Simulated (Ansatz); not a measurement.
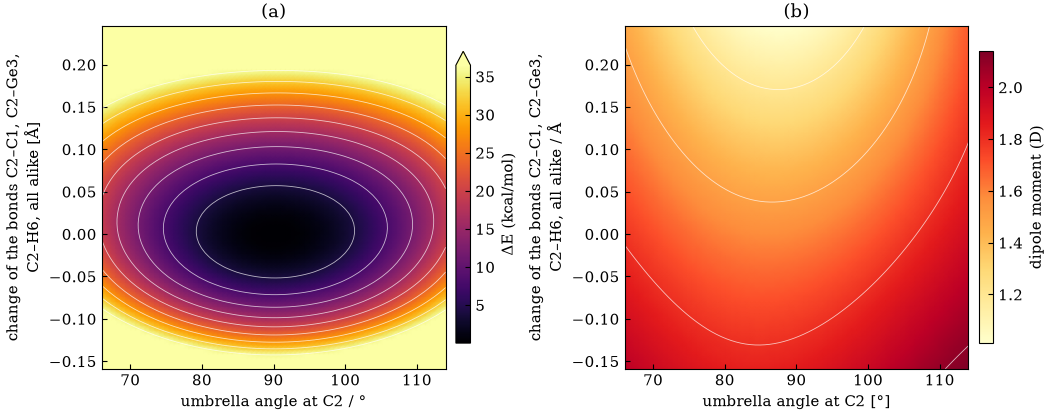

C2H5GeO, SMILES [CH]=[CH][GeH2][OH], spin multiplicity 2. The first coordinate is: umbrella angle at C2 (between each of its bonds and their common axis; 90 is planar); the second: change of the bonds C2–C1, C2–Ge3, C2–H6, all alike. Nothing is relaxed (all other coordinates rigid). The grid has 9 × 9 points. Points are written as (first, second). Energies are in kcal/mol, from the relaxed molecule at the same level. Theory: UKS SPW92 (LDA)/def2-TZVP (Ansatz 0.2.0).

Panel (a) is the energy and panel (b) the computed dipole moment on the same grid.

In the figure: a smooth colour map with a few white contour lines, one colour for all values above the top of the scale. Between grid points the surface is interpolated.

**How does the dipole moment vary over the map, and what is it at the lowest grid point?**

Leaving out the highest fifth of the energies, it runs from 1.15 D at (90°, 0.195 Å) to 2.07 D at (114°, −0.109 Å). At the lowest grid point, (90°, −0.007 Å), it is 1.60 D.
